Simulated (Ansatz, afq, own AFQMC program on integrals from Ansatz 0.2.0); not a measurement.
# ZrB+ (quintet): AFQMC on the coupled-cluster ladder, def2-TZVP, part 2 of 2

Ansatz 0.2.0, Gaussian basis, and an in-house AFQMC program (afq) on its integrals; all values are calculated; def2-TZVP, frozen cores. Earlier steps stand in the parts before.

## (8) CCSD(T) on UHF

File in.yaml:

```yaml
crystal:
  periodic: [false, false, false]
  atoms:
    - {symbol: Zr, position_ang: [0.000000, 0.000000, 0.000000]}
    - {symbol: B, position_ang: [0.000000, 0.000000, 2.018882]}
basis:
  gaussian: {orbitals: def2-TZVPP}
total_charge: 1
magnetization: {spin_polarized: true, initial_magnetization: 4}
correlation: {method: ccsd_t, electrons: outside_noble_gas}
```

The run is started by

```console
> ansatz run in.yaml --threads 1 --pin off --events-out ev --progress --plain --max-ram 16896MiB --backend cuda --devices 0, --max-vram 18GiB
```

The log of the run (excerpt; [...] marks lines left out):

```text
Functional definition: HF
  name "HF"
  cite "Fock, Z. Phys. 61, 126 (1930) doi:10.1007/BF01340294"
  parent pbe
[...]
570 factors; integrals over basis functions are off by at most 1.3e-3 eV
[...]
mean field -1926.96572322 eV, -70.8146841839 hartree, gradient 8.6e-6 eV, S^2 6.011011; 31 other end points of the search recorded, 0 dependent functions left out
determinant -1926.96572322 eV, -70.8146841839 hartree, with singles and doubles -1930.45216399 eV, -70.9428085192 hartree
determinant -1926.67967976 eV, -70.8041722808 hartree, with singles and doubles -1930.14271429 eV, -70.9314364526 hartree
determinant -1926.14836735 eV, -70.7846469100 hartree, with singles and doubles -1928.99371376 eV, -70.8892114619 hartree
determinant -1926.13323518 eV, -70.7840908128 hartree, with singles and doubles -1928.98209215 eV, -70.8887843756 hartree
[...]
determinant -1924.14000357 eV, -70.7108409022 hartree, with singles and doubles -1926.86360601 eV, -70.8109314457 hartree
determinant -1923.66314376 eV, -70.6933166276 hartree, with singles and doubles -1925.93615447 eV, -70.7768482303 hartree
determinant -1926.96572322 eV, -70.8146841839 hartree, with singles and doubles -1930.40348729 eV, -70.9410196833 hartree
determinant -1926.67967976 eV, -70.8041722808 hartree, with singles and doubles -1930.08738855 eV, -70.9294032688 hartree
5 core orbitals not correlated: weight in the atoms' cores, before any rotation towards them, 0.993 or more for the frozen orbitals, at most 0.004 for the correlated occupied ones
reference -1926.96572322 eV, -70.8146841839 hartree; 5, 1 occupied and 77, 81 virtual orbitals, 570 factors
second order -2.86598900 eV of doubles, -0.00000000 eV of singles
cycle   1  -3.43776484 eV  change   -7.7e-7 eV  update   4.3e-6
perturbative correction -0.21429957 eV, -0.0078753641 hartree
Total energy: -1930.61778763 eV, -70.9488950756 hartree
```

It took 12 s on 1 × NVIDIA H100 80GB HBM3 with 1 thread of AMD EPYC 7R13 (Zen 3), shared host; peak host memory 1.6 GiB.

From the report: ⟨S²⟩ of the determinant 6.011 (pure quintet: 6.00); correlation -3.6521 eV; T1 0.063; largest double amplitude 0.05.

## (9) wB97M-V (unrestricted)

File in.yaml:

```yaml
crystal:
  periodic: [false, false, false]
  atoms:
    - {symbol: Zr, position_ang: [0.000000, 0.000000, 0.000000]}
    - {symbol: B, position_ang: [0.000000, 0.000000, 2.018882]}
basis:
  gaussian: {orbitals: def2-TZVP}
total_charge: 1
magnetization: {spin_polarized: true, initial_magnetization: 4}
hamiltonian: {xc: {name: wB97M-V}}
output: {orbitals: {seedname: orbitals}}
```

The run is started by

```console
> ansatz run in.yaml --threads 1 --pin off --events-out ev --progress --plain --max-ram 5632MiB --backend cpu
```

The log of the run (excerpt; [...] marks lines left out):

```text
Functional definition: wB97M-V
  name "wB97M-V"
  cite "Mardirossian & Head-Gordon, J. Chem. Phys. 144, 214110 (2016) doi:10.1063/1.4952647"
  cite "Becke, J. Chem. Phys. 107, 8554 (1997) doi:10.1063/1.475007"
  cite "Vydrov & Van Voorhis, J. Chem. Phys. 133, 244103 (2010) doi:10.1063/1.3521275"
  # Of w^i u^j: cxij and so on, Table III.
[...]
  gx(w, u) = 1 - cx + cx01*u + cx10*w
  gss(w, u) = css00 + css04*u^4 + css10*w + css20*w^2 + css43*w^4*u^3
  gos(w, u) = cos00 + cos10*w + (cos20 + cos21*u)*w^2 + (cos60 + cos61*u)*w^6
[...]
      + integral(e_c_pw_mod_opposite_spin*gos(b97_w_opposite, b97_u_opposite)) + vv10(b, c)
521 factors; their error is unknown
142 factors; integrals over basis functions are off by at most 6.2e-5 eV
[...]
mean field -1940.73794595 eV, -71.3208040343 hartree, gradient 8.9e-6 eV, S^2 6.006564; 5 other end points of the search recorded, 0 dependent functions left out
reference -1940.73798248 eV, -71.3208053769 hartree; 10, 6 occupied and 61, 65 virtual orbitals, 521 factors
Total energy: -1940.73798248 eV, -71.3208053769 hartree
```

Run time: 17 s. Hardware: 1 thread of AMD EPYC 7R13 (Zen 3), shared host; peak memory 1.6 GiB.

From the report: ⟨S²⟩ of the determinant 6.007 (pure quintet: 6.00).

## (10) CCSD(T) on UHF

File in.yaml:

```yaml
crystal:
  periodic: [false, false, false]
  atoms:
    - {symbol: Zr, position_ang: [0.000000, 0.000000, 0.000000]}
    - {symbol: B, position_ang: [0.000000, 0.000000, 2.018882]}
basis:
  gaussian: {orbitals: "def2-QZVPP.json"}
total_charge: 1
magnetization: {spin_polarized: true, initial_magnetization: 4}
correlation: {method: ccsd_t, electrons: outside_noble_gas}
```

The run is started by

```console
> ansatz run in.yaml --threads 1 --pin off --events-out ev --progress --plain --max-ram 16896MiB --backend cuda --devices 0, --max-vram 18GiB
```

The log of the run (excerpt; [...] marks lines left out):

```text
Functional definition: HF
  name "HF"
  cite "Fock, Z. Phys. 61, 126 (1930) doi:10.1007/BF01340294"
  parent pbe
[...]
860 factors; integrals over basis functions are off by at most 1.2e-3 eV
[...]
mean field -1927.03075412 eV, -70.8170740256 hartree, gradient 4.0e-6 eV, S^2 6.011262; 29 other end points of the search recorded, 0 dependent functions left out
determinant -1927.03075412 eV, -70.8170740256 hartree, with singles and doubles -1930.67180795 eV, -70.9508802857 hartree
determinant -1926.74531096 eV, -70.8065841831 hartree, with singles and doubles -1930.36682239 eV, -70.9396722732 hartree
determinant -1926.22177665 eV, -70.7873446519 hartree, with singles and doubles -1929.21479065 eV, -70.8973358877 hartree
determinant -1926.20694197 eV, -70.7867994874 hartree, with singles and doubles -1929.20420042 eV, -70.8969467040 hartree
[...]
determinant -1924.22437974 eV, -70.7139416693 hartree, with singles and doubles -1927.10963898 eV, -70.8199729907 hartree
determinant -1923.74756813 eV, -70.6964191660 hartree, with singles and doubles -1926.10655132 eV, -70.7831101993 hartree
determinant -1927.03075412 eV, -70.8170740256 hartree, with singles and doubles -1930.59089238 eV, -70.9479066936 hartree
determinant -1926.74531096 eV, -70.8065841831 hartree, with singles and doubles -1930.27799543 eV, -70.9364079426 hartree
5 core orbitals not correlated: weight in the atoms' cores, before any rotation towards them, 0.993 or more for the frozen orbitals, at most 0.004 for the correlated occupied ones
reference -1927.03075412 eV, -70.8170740256 hartree; 5, 1 occupied and 128, 132 virtual orbitals, 860 factors
second order -3.03493568 eV of doubles, -0.00000000 eV of singles
cycle   1  -3.56014018 eV  change   -1.9e-6 eV  update   5.9e-6
perturbative correction -0.23186856 eV, -0.0085210124 hartree
Total energy: -1930.82276286 eV, -70.9564277765 hartree
```

It took 17 s on 1 × NVIDIA H100 80GB HBM3 with 1 thread of AMD EPYC 7R13 (Zen 3), shared host; peak host memory 1.6 GiB.

From the report: ⟨S²⟩ of the determinant 6.011 (pure quintet: 6.00); correlation -3.7920 eV; T1 0.063; largest double amplitude 0.04.

## (11) B2PLYP (unrestricted)

File in.yaml:

```yaml
crystal:
  periodic: [false, false, false]
  atoms:
    - {symbol: Zr, position_ang: [0.000000, 0.000000, 0.000000]}
    - {symbol: B, position_ang: [0.000000, 0.000000, 2.018882]}
basis:
  gaussian: {orbitals: def2-TZVP}
total_charge: 1
magnetization: {spin_polarized: true, initial_magnetization: 4}
hamiltonian: {xc: {name: B2PLYP}}
correlation: {electrons: outside_noble_gas}
```

The run is started by

```console
> ansatz run in.yaml --threads 1 --pin off --events-out ev --progress --plain --max-ram 5632MiB --backend cpu
```

The log of the run (excerpt; [...] marks lines left out):

```text
Functional definition: B2PLYP
  name "B2PLYP"
  cite "Grimme, J. Chem. Phys. 124, 034108 (2006) doi:10.1063/1.2148954"
  cite "Becke, Phys. Rev. A 38, 3098 (1988) doi:10.1103/PhysRevA.38.3098"
  cite "Lee, Yang & Parr, Phys. Rev. B 37, 785 (1988) doi:10.1103/PhysRevB.37.785"
[...]
562 factors; integrals over basis functions are off by at most 1.0e-3 eV
[...]
mean field -1937.24124882 eV, -71.1923027847 hartree, gradient 2.4e-6 eV, S^2 6.007669; 8 other end points of the search recorded, 0 dependent functions left out
5 core orbitals not correlated: weight in the atoms' cores, before any rotation towards them, 0.996 or more for the frozen orbitals, at most 0.002 for the correlated occupied ones
reference -1937.24136696 eV, -71.1923071266 hartree; 5, 1 occupied and 61, 65 virtual orbitals, 562 factors
second order -3.87034610 eV of doubles, -0.00000000 eV of singles
Total energy: -1938.28636041 eV, -71.2307099274 hartree
```

It took 7 s on 1 thread of AMD EPYC 7R13 (Zen 3), shared host; peak memory 1.6 GiB.

From the report: ⟨S²⟩ of the determinant 6.008 (pure quintet: 6.00).

## (12) Phaseless AFQMC, CISD trial on UHF

It reads the integrals that the CCSD(T) run on this determinant wrote.

The run is started by

```console
> afq ham --method phaseless --trial cisd --walkers 2200 --populations 20 --least-time 60 --time-step 0.005 --steps-per-block 50 --equilibration-blocks 40 --max-blocks 4000 --target-error 0.00015 --factor-cut 1e-05 --start spin_pure --seed 5986 --release-times 0.24,0.6,1.2,2,3,4.2 --release-step 0.04 --release-every 3 --taylor-order 6
```

The log of the run:

```text
orbitals 66  electrons 5 1  factors 506 of 562
reference energy -70.81345856 Eh
CCSD correlation -0.12268092 Eh in 16 cycles, weight of the determinant in the CISD state 0.8586
energy of the start -70.936021 Eh
 block  time / (1/Eh)  mean weight  energy / Eh
     1     0.250  1.0000  -70.936053
     2     0.500  1.0000  -70.936948
     3     0.750  1.0000  -70.938074
     4     1.000  1.0000  -70.939499
     5     1.250  1.0001  -70.940363
     6     1.500  0.9999  -70.941576
     7     1.750  1.0000  -70.942401
     8     2.000  0.9999  -70.943101
     9     2.250  0.9999  -70.943829
    10     2.500  0.9998  -70.943198
    13     3.250  1.0000  -70.943734
    17     4.250  1.0000  -70.945055
    21     5.250  0.9999  -70.945574
    25     6.250  1.0002  -70.943955
    29     7.250  0.9999  -70.943357
    33     8.250  0.9996  -70.944534
    37     9.250  1.0000  -70.944236
    41    10.250  1.0000  -70.943759
    45    11.250  0.9997  -70.944274
    49    12.250  0.9999  -70.947388
    53    13.250  0.9998  -70.944313
    57    14.250  0.9999  -70.943723
    61    15.250  1.0001  -70.944116
    65    16.250  0.9995  -70.943730
    69    17.250  1.0000  -70.943752
    73    18.250  0.9994  -70.943269
    77    19.250  1.0001  -70.942858
    81    20.250  1.0003  -70.942851
    85    21.250  1.0000  -70.943010
    89    22.250  1.0001  -70.942401
    93    23.250  1.0000  -70.943104
    97    24.250  1.0004  -70.942914
   101    25.250  1.0000  -70.943157
   105    26.250  1.0002  -70.942920
   109    27.250  1.0002  -70.943826
   113    28.250  1.0000  -70.943878
   117    29.250  1.0004  -70.944343
   121    30.250  1.0002  -70.944675
   125    31.250  0.9999  -70.941799
   129    32.250  0.9993  -70.942328
   133    33.250  1.0002  -70.942183
   137    34.250  1.0000  -70.943403
   141    35.250  1.0001  -70.942746
   145    36.250  1.0003  -70.943920
   149    37.250  1.0002  -70.942676
   153    38.250  0.9999  -70.942056
   157    39.250  1.0003  -70.942546
   161    40.250  0.9998  -70.942273
   165    41.250  1.0003  -70.943841
   169    42.250  0.9995  -70.942163
   173    43.250  1.0002  -70.941841
   177    44.250  1.0002  -70.944004
error from the spread of 20 populations
released: time / (1/Eh)  energy / Eh  error  mean overlap
  0.24  -70.943738  0.000149  0.9993
  0.60  -70.944142  0.000128  0.9979
  1.20  -70.944636  0.000147  0.9964
  2.00  -70.945300  0.000203  0.9921
  3.00  -70.945103  0.000211  0.9958
  4.20  -70.945017  0.000426  0.9816
energy -70.943290 +/- 0.000148 Eh
```

Run time: 2 min. Hardware: 1 × NVIDIA H100 80GB HBM3 with 2 threads of AMD EPYC 7R13 (Zen 3), shared host; peak host memory 1.6 GiB.

Energy -1930.4653 ± 0.0040 eV. Caveats: constraint bias not in the error.

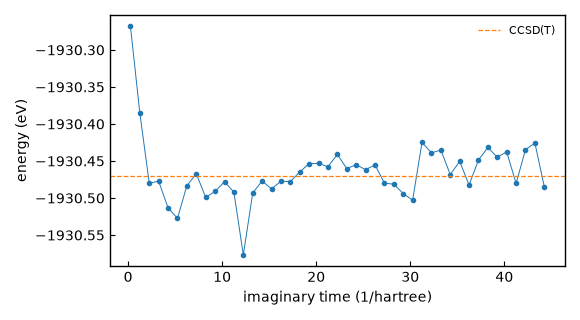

Block energies along the walk.

## (13) All levels side by side

On the UHF determinant, counted from CCSDT(Q) (a yardstick, not exact):

```tsv
level	energy (eV)	from CCSDT(Q) (kJ/mol)	statistical error (kJ/mol)	time
HF	-1926.9324	+346.9		
MP2	-1929.6840	+81.4		
CCSD	-1930.2707	+24.8		
CCSD(T)	-1930.4702	+5.6		
CCSDT(Q)	-1930.5281	0.0		
Phaseless AFQMC, CISD trial, step 0.005, 2200 walkers	-1930.4653	+6.1	0.4	2 min
```

The functionals' totals stand on their own zeros and serve differences with other points: PBE -1942.572 eV; r2SCAN -1943.637 eV; PBE0 -1942.153 eV; B3LYP -1943.752 eV; wB97M-V -1940.738 eV; B2PLYP -1938.286 eV.

## (14) Outcome

The summary covers parts 1 to 2.

```
                                        quantity              value
                    CCSD(T) on UHF from CCSDT(Q)        +5.6 kJ/mol
Phaseless AFQMC, CISD trial on UHF from CCSDT(Q)  +6.1 ± 0.4 kJ/mol
```

In words: On UHF the phaseless walk with the CISD trial lies +6.1 kJ/mol from CCSDT(Q), 16 times its error bar. Error bars are statistical and leave out the constraint, the time step and what remains of the start. Zr carries a core potential, and spin-orbit coupling is left out.
